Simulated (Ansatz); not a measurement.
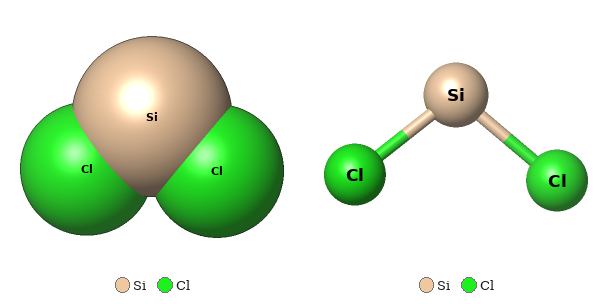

Two views of one molecule.

Computed geometry: PBE0-D4/def2-TZVP optimisation.

What does the picture show?

The molecule is SiCl2. The point group is C2v. Coordination: 1 Si bent.

The parts below concern this one geometry. Atoms keep their numbers from picture to picture.

### Electronic properties

Level of theory: RKS PBE0-D4/def2-TZVPP (Ansatz 0.2.0).

What does the calculation give?

- HOMO energy (Kohn–Sham orbital): −7.74 eV
- LUMO energy (Kohn–Sham orbital): −2.86 eV
- HOMO–LUMO gap: 4.88 eV

### Charges

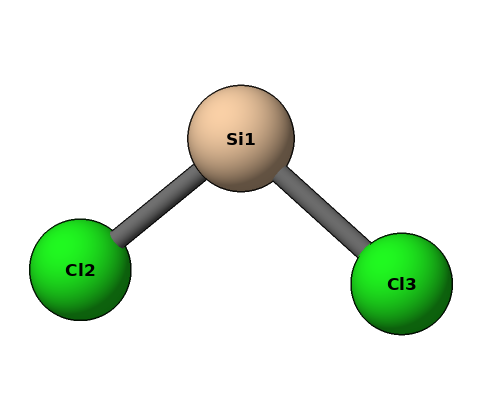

The questions are on Mulliken charges. Method: RKS PBE0-D4/def2-TZVP (Ansatz 0.2.0).

Give the Mulliken charges atom by atom.

```tsv
atom	value (e)
Si1	0.41
Cl2	−0.21
Cl3	−0.21
```

### Dipole moment

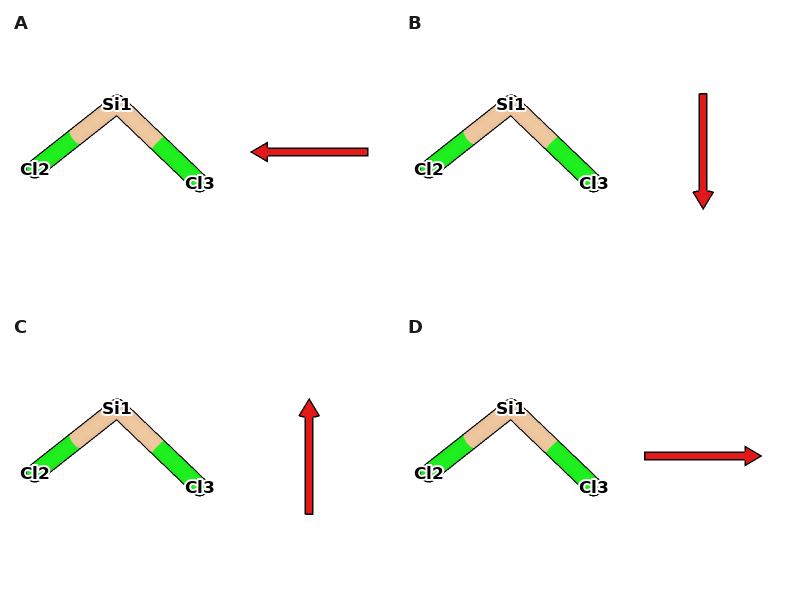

The same molecule four times, each with an arrow. Properties computed with RKS PBE0-D4/def2-TZVP (Ansatz 0.2.0).

> Which arrow points along the dipole moment, from the negative to the positive end?

C. The dipole moment is 0.87 D; it points from the side of Cl2, Cl3 to the side of Si1 (the outermost atoms at the two ends).

Mulliken values depend strongly on the basis set and can even reverse the polarity of a bond.
